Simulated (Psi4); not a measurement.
# doublet C3H10Si+ at 3 levels

Wanted: a comparison of 3 runs (U-wB97X/cc-pVDZ, UCAM-B3LYP/cc-pVDZ, UM06-2X/cc-pVDZ) of doublet C3H10Si+. 

The calculation is run with Psi4 1.11.

## Step 1: Starting point

The species is C3H10Si+ (14 atoms), meant as a doublet with charge +1. SMILES of the parent species: `C[SiH](C)C`. The coordinates come from a PBE0-D4/def2-TZVP relaxation. That shape belongs to the parent species and isn't relaxed for this state.

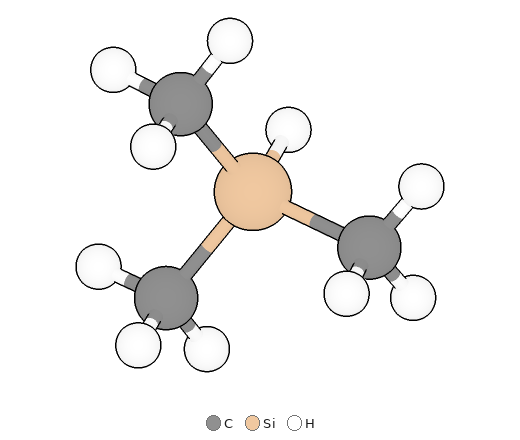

The structure, seen from a chosen angle (carbon grey, silicon light orange, hydrogen white).

## Step 2: Energy and gradient at U-wB97X/cc-pVDZ (run 1)

Contents of calc.inp:

```
memory 1.6 GB

molecule geom {
  1 2
  C
  Si 1 r2
  C 2 r3 1 a3
  C 2 r4 3 a4 1 d4
  H 1 r5 2 a5 4 d5
  H 1 r6 5 a6 2 d6
  H 1 r7 5 a7 6 d7
  H 2 r8 4 a8 1 d8
  H 3 r9 2 a9 8 d9
  H 3 r10 9 a10 2 d10
  H 3 r11 10 a11 9 d11
  H 4 r12 2 a12 8 d12
  H 4 r13 12 a13 2 d13
  H 4 r14 12 a14 13 d14

  r2 = 1.873599
  r3 = 1.873551
  a3 = 110.33611
  r4 = 1.873518
  a4 = 110.34071
  d4 = 122.18788
  r5 = 1.092867
  a5 = 111.15067
  d5 = 58.89097
  r6 = 1.092912
  a6 = 107.82447
  d6 = -122.0578
  r7 = 1.093627
  a7 = 107.83938
  d7 = -116.20878
  r8 = 1.494378
  a8 = 108.59178
  d8 = 118.90162
  r9 = 1.093587
  a9 = 110.88281
  d9 = 179.99727
  r10 = 1.092916
  a10 = 107.84062
  d10 = 121.89132
  r11 = 1.092849
  a11 = 107.82801
  d11 = -116.21731
  r12 = 1.092841
  a12 = 111.15351
  d12 = 60.07465
  r13 = 1.093655
  a13 = 107.84533
  d13 = -121.73572
  r14 = 1.092895
  a14 = 107.8272
  d14 = -116.20474
  symmetry c1
  no_reorient
  no_com
}

set basis cc-pVDZ
set reference uks
set puream true
set e_convergence 1e-09
set d_convergence 1e-08
set scf_type pk
set dft_radial_points 99
set dft_spherical_points 590
set maxiter 200

result, w = gradient('wb97x', return_wfn=True)
oeprop(w, 'WIBERG_LOWDIN_INDICES', 'MAYER_INDICES', 'LOWDIN_CHARGES')
```

Run with:

```bash
psi4 -n 1 calc.inp calc.out
```

calc.out:

```text
[...]
  Running in c1 symmetry.
[...]
  Nuclear repulsion =  175.332639497885339
[...]
  Multiplicity = 2
[...]
  Nalpha       = 21
  Nbeta        = 20
[...]
    Number of basis functions: 110
[...]
   @UKS iter   1:  -409.18052480280068   -1.82853e-01   5.79190e-03 DIIS/ADIIS
[...]
   @UKS iter  17:  -409.41136160946246   -3.97904e-12   4.01747e-09 DIIS
[...]
   @S^2 Observed:                7.576354424E-01
[...]
  @UKS Final Energy:  -409.41136160946246
   => Energetics <=
    Nuclear Repulsion Energy =            175.3326394978853386
    One-Electron Energy =                -900.2115750654164685
    Two-Electron Energy =                 344.4818896573776783
    DFT Exchange-Correlation Energy =     -29.0143156993089910
    Empirical Dispersion Energy =           0.0000000000000000
    VV10 Nonlocal Energy =                  0.0000000000000000
    Total Energy =                       -409.4113616094624604
[...]
 Multipole Moments:
 ------------------------------------------------------------------------------------
     Multipole            Electronic (a.u.)      Nuclear  (a.u.)        Total (a.u.)
 ------------------------------------------------------------------------------------
 L = 1.  Multiply by 2.5417464519 to convert [e a0] to [Debye]
 Dipole X            :          1.5128697           -1.1083672            0.4045026
 Dipole Y            :          0.8355177           -0.6119285            0.2235893
 Dipole Z            :          0.5819673           -0.4258737            0.1560936
 Magnitude           :                                                    0.4878316
[...]
```

It took 87 s on 1 thread of AMD EPYC 9R45 (Zen 5), shared host; peak memory 0.81 GiB.

## Step 3: A single-point energy at UCAM-B3LYP/cc-pVDZ (run 2)

Contents of job.json:

```json
{
 "schema_name": "qcschema_input",
 "schema_version": 1,
 "molecule": {
  "schema_name": "qcschema_molecule",
  "schema_version": 2,
  "symbols": ["C", "Si", "C", "C", "H", "H", "H", "H", "H", "H", "H", "H", "H", "H"],
  "geometry": [-1.80808996, 2.0458175, -1.96229161, -0.64023921, -0.02759, 0.65932544, 2.34212656, 1.29276164, 2.03674682, -0.09694295, -3.31968188, -0.52458797, -3.5679919, 1.31751705, -2.7607009, -2.16543717, 3.96596822, -1.29087192, -0.41876331, 2.15674443, -3.48824545, -2.60687719, -0.11206076, 2.68416699, 3.83425431, 1.38611411, 0.61000359, 3.02696331, 0.11999761, 3.59274731, 2.04430572, 3.20138503, 2.76712596, -1.83076667, -4.12716186, -1.30353308, 1.3358474, -3.33971298, -2.01388113, 0.55161106, -4.56009811, 0.99399594],
  "molecular_charge": 1,
  "molecular_multiplicity": 2,
  "fix_symmetry": "c1",
  "fix_com": true,
  "fix_orientation": true
 },
 "driver": "energy",
 "model": {
  "method": "cam-b3lyp",
  "basis": "cc-pVDZ"
 },
 "keywords": {
  "reference": "uks",
  "puream": true,
  "e_convergence": 1e-09,
  "d_convergence": 1e-08,
  "scf_type": "pk",
  "dft_radial_points": 99,
  "dft_spherical_points": 590,
  "maxiter": 200,
  "scf_properties": ["LOWDIN_CHARGES", "WIBERG_LOWDIN_INDICES", "QUADRUPOLE"]
 }
}
```

Run with:

```bash
psi4 --qcschema job.json -n 1 --memory 1600MB
```

stdout:

```text
[...]
  Running in c1 symmetry.
[...]
  Nuclear repulsion =  175.332631918618233
[...]
  Multiplicity = 2
[...]
  Nalpha       = 21
  Nbeta        = 20
[...]
    Number of basis functions: 110
[...]
   @UKS iter   1:  -409.02933247786103   -3.67443e-02   7.28928e-03 ADIIS/DIIS
[...]
   @UKS iter  16:  -409.37144630469430   -2.16005e-12   5.47785e-09 DIIS
[...]
   @S^2 Observed:                7.578445429E-01
[...]
  @UKS Final Energy:  -409.37144630469430
   => Energetics <=
    Nuclear Repulsion Energy =            175.3326319186182332
    One-Electron Energy =                -900.1902110610138834
    Two-Electron Energy =                 345.3931753130909215
    DFT Exchange-Correlation Energy =     -29.9070424753895132
    Empirical Dispersion Energy =           0.0000000000000000
    VV10 Nonlocal Energy =                  0.0000000000000000
    Total Energy =                       -409.3714463046943024
[...]
 Multipole Moments:
 ------------------------------------------------------------------------------------
     Multipole            Electronic (a.u.)      Nuclear  (a.u.)        Total (a.u.)
 ------------------------------------------------------------------------------------
 L = 1.  Multiply by 2.5417464519 to convert [e a0] to [Debye]
 Dipole X            :          5.6466145           -6.1376415           -0.4910270
 Dipole Y            :          0.2424378           -0.2641837           -0.0217459
 Dipole Z            :         -5.8143671            6.3205669            0.5061998
 Magnitude           :                                                    0.7055626
 L = 2.  Multiply by 1.3450342976 to convert [e a0^2] to [Debye ang]
 Quadrupole XX       :       -134.9063143          116.1980761          -18.7082382
 Quadrupole XY       :          2.9671626           -2.9473539            0.0198087
[...]
```

The result, in JSON:

```text
{
 "driver": "energy",
 "model": {
  "method": "cam-b3lyp",
  "basis": "cc-pVDZ"
 },
 "success": true,
 "return_result": -409.3714463046943,
 "properties": {
  "calcinfo_nbasis": 110,
  "calcinfo_nmo": 110,
  "calcinfo_nalpha": 21,
  "calcinfo_nbeta": 20,
  "calcinfo_natom": 14,
  "nuclear_repulsion_energy": 175.33263191861823,
  "return_energy": -409.3714463046943,
  "scf_one_electron_energy": -900.1902110610139,
  "scf_two_electron_energy": 345.3931753130909,
  "scf_xc_energy": -29.907042475389513,
  "scf_dipole_moment": [-0.49102700395704524, -0.02174587922686899, 0.5061997646944008],
  "scf_total_energy": -409.3714463046943,
  "scf_iterations": 16
 }
}
```

Run time: 65 s. Hardware: 1 thread of AMD EPYC 9R45 (Zen 5), shared host; peak memory 0.82 GiB.

## Step 4: A single-point energy at UM06-2X/cc-pVDZ (run 3)

Contents of job.in:

```
memory 1.6 GB

molecule geom {
  1 2
  C     -0.956800     1.082600    -1.038400
  Si    -0.338800    -0.014600     0.348900
  C      1.239400     0.684100     1.077800
  C     -0.051300    -1.756700    -0.277600
  H     -1.888100     0.697200    -1.460900
  H     -1.145900     2.098700    -0.683100
  H     -0.221600     1.141300    -1.845900
  H     -1.379500    -0.059300     1.420400
  H      2.029000     0.733500     0.322800
  H      1.601800     0.063500     1.901200
  H      1.081800     1.694100     1.464300
  H     -0.968800    -2.184000    -0.689800
  H      0.706900    -1.767300    -1.065700
  H      0.291900    -2.413100     0.526000
  symmetry c1
}

set basis cc-pVDZ
set reference uks
set puream true
set e_convergence 1e-09
set d_convergence 1e-08
set scf_type pk
set dft_radial_points 99
set dft_spherical_points 590
set maxiter 200

energy_value, wavefunction = energy("m06-2x", return_wfn=True)
```

Run with:

```bash
psi4 -n 1 job.in job.out
```

job.out:

```text
[...]
  Running in c1 symmetry.
[...]
  Nuclear repulsion =  175.332631854346999
[...]
  Multiplicity = 2
[...]
  Nalpha       = 21
  Nbeta        = 20
[...]
    Number of basis functions: 110
[...]
   @UKS iter   1:  -409.02324583910627    5.47370e-02   7.14628e-03 ADIIS/DIIS
[...]
   @UKS iter  17:  -409.35433645425707   -2.95586e-12   4.90486e-09 DIIS
[...]
   @S^2 Observed:                7.565837017E-01
[...]
  @UKS Final Energy:  -409.35433645425707
   => Energetics <=
    Nuclear Repulsion Energy =            175.3326318543469995
    One-Electron Energy =                -900.2166914826590300
    Two-Electron Energy =                 334.9236121385908973
    DFT Exchange-Correlation Energy =     -19.3938889645359431
    Empirical Dispersion Energy =           0.0000000000000000
    VV10 Nonlocal Energy =                  0.0000000000000000
    Total Energy =                       -409.3543364542570657
[...]
 Multipole Moments:
 ------------------------------------------------------------------------------------
     Multipole            Electronic (a.u.)      Nuclear  (a.u.)        Total (a.u.)
 ------------------------------------------------------------------------------------
 L = 1.  Multiply by 2.5417464519 to convert [e a0] to [Debye]
 Dipole X            :         -1.2560699            0.9301532           -0.3259167
 Dipole Y            :         -0.0548274            0.0400075           -0.0148200
 Dipole Z            :          1.2939954           -0.9578712            0.3361242
 Magnitude           :                                                    0.4684238
[...]
```

It took 2 min on 1 thread of AMD EPYC 9R45 (Zen 5), shared host; peak memory 0.68 GiB.

## Step 5: All runs side by side

```
run               level      task  energy (Eh)  HOMO energy (eV)  LUMO energy (eV)   ⟨S²⟩  wall time
  1     U-wB97X/cc-pVDZ  gradient  -409.411362            -16.37            -11.12  0.758       87 s
  2  UCAM-B3LYP/cc-pVDZ    energy  -409.371446            -15.36            -11.89  0.758       65 s
  3     UM06-2X/cc-pVDZ    energy  -409.354336            -15.10            -12.18  0.757      2 min
```

## Step 6: What came out

| quantity | value |
| --- | --- |
| run 3: total energy | -409.35434 Eh |
| run 3: HOMO energy (highest over α and β) | -15.10 eV |
| run 3: LUMO energy (lowest over α and β) | -12.18 eV |
| run 3: ⟨S²⟩ | 0.757 |

**Reading.** Totals of different functionals can't be ranked against each other. All runs together took 4.6 min, the longest 2 min.
